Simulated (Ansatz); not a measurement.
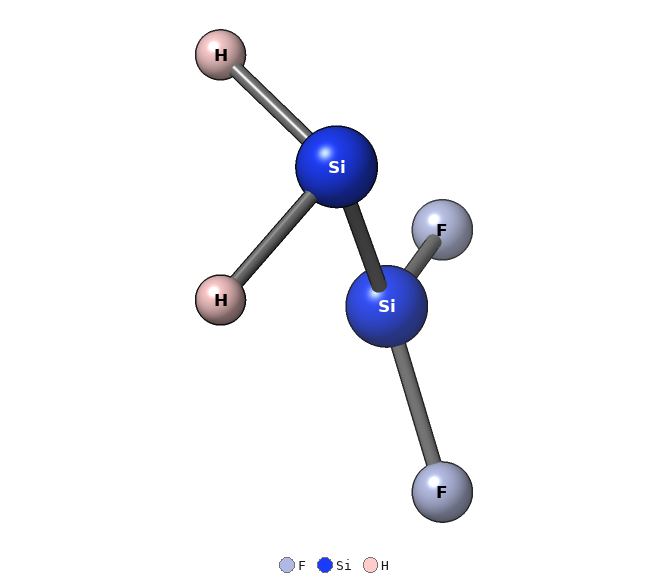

The picture shows a molecular structure as a ball-and-stick model.

Computed geometry: PBE0-D4/def2-TZVP optimisation. No frequency run is at hand to confirm it as a minimum.

Count the atoms of each element.

F2H2Si2, 6 atoms: 2 fluorine, 2 hydrogen and 2 silicon.

Count the bonded pairs by element.

2 F–Si, 2 Si–H, 1 Si–Si. Sticks follow a distance rule.

Give the symmetry (Schoenflies symbol).

Cs.

How many atoms are distinct by symmetry?

4: 2 F, 1 Si, 1 Si, 2 H.

The parts below concern this one geometry. Atoms keep their numbers from picture to picture.

## Geometry

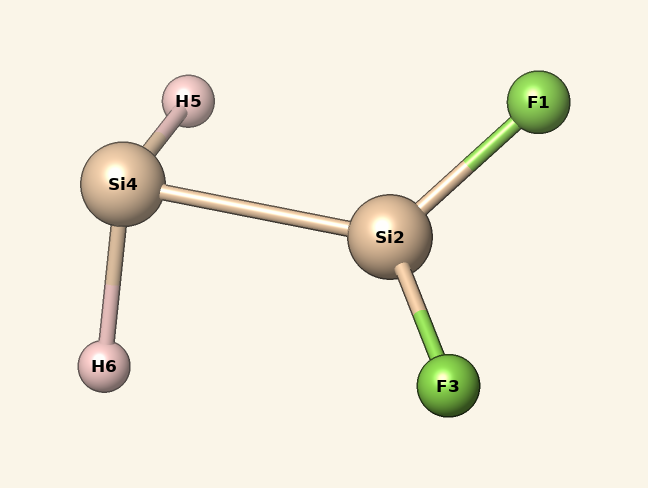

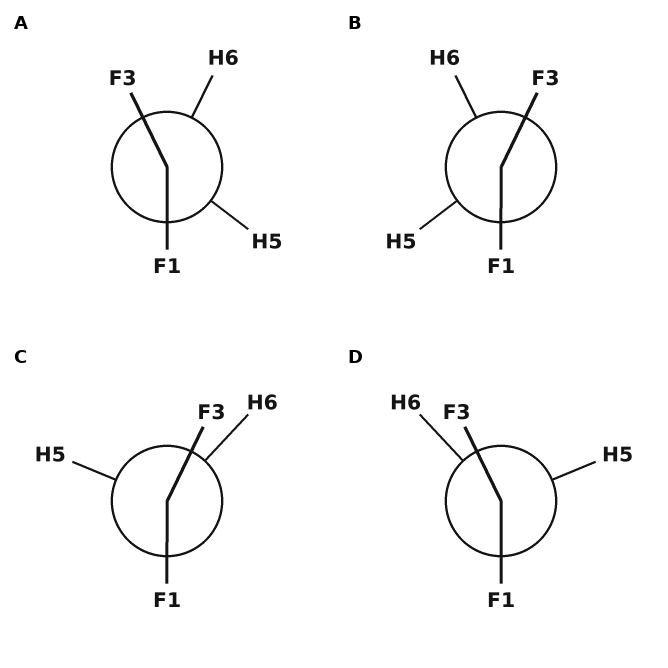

Depth is shown by fading: the farther an atom, the more it takes the colour of the background. Bonds that would overlap in a projection are set slightly apart. No frequency run is at hand to confirm it as a minimum.

Which Newman projection shows the view along Si2–Si4, with Si2 in front?

B. The torsion angle F1–Si2–Si4–H5 is 52°, synclinal (gauche).

## Electronic properties

No frequency run is at hand to confirm it as a minimum. Properties computed with RKS PBE0-D4/def2-TZVPP (Ansatz 0.2.0).

What is the HOMO–LUMO gap?

4.45 eV.

Estimate the HOMO energy (Kohn–Sham orbital).

−6.88 eV.

## Dipole moment

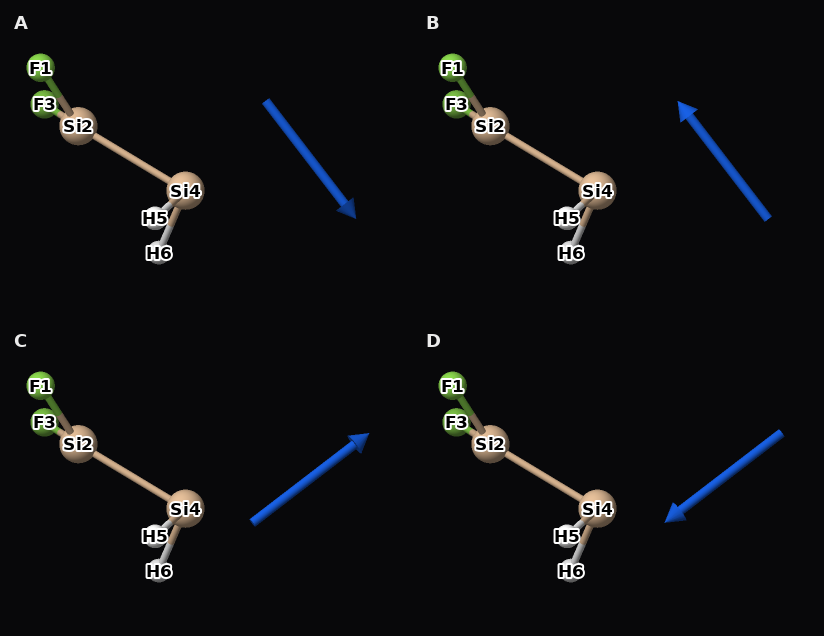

The same molecule four times, each with an arrow. No frequency run is at hand to confirm it as a minimum. Method: RKS PBE0-D4/def2-TZVP (Ansatz 0.2.0).

Which arrow points along the dipole moment, from the negative to the positive end?

D. The dipole moment is 0.36 D; it points from the side of Si4 to the side of F1, F3, H5, H6 (the outermost atoms at the two ends).

## Charges

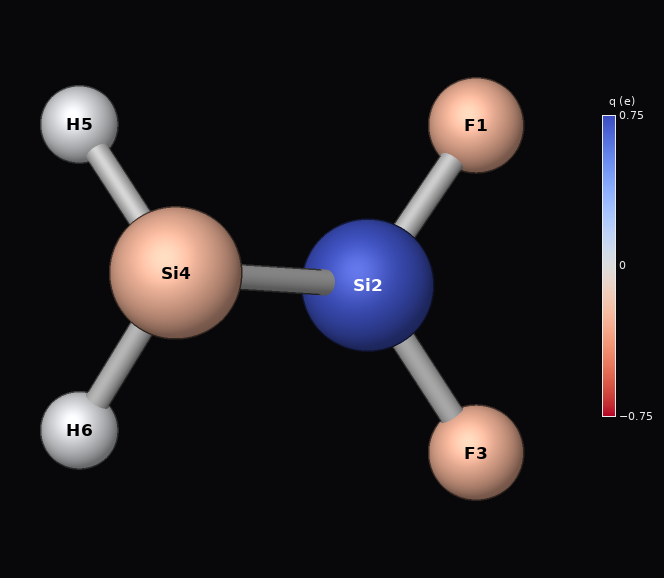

Atoms are coloured by their Mulliken charges. No frequency run is at hand to confirm it as a minimum. Method: RKS PBE0-D4/def2-TZVP (Ansatz 0.2.0).

Which atom carries the highest charge (most positive or least negative)?

Si2 (0.73 e).

And the lowest?

F1, F3 (−0.26 e).

Give the Mulliken charges atom by atom.

```json
{"atom": "F1", "value (e)": "−0.26"}
{"atom": "Si2", "value (e)": "0.73"}
{"atom": "F3", "value (e)": "−0.26"}
{"atom": "Si4", "value (e)": "−0.25"}
{"atom": "H5", "value (e)": "0.02"}
{"atom": "H6", "value (e)": "0.02"}
```

Mulliken values depend strongly on the basis set and can even reverse the polarity of a bond.
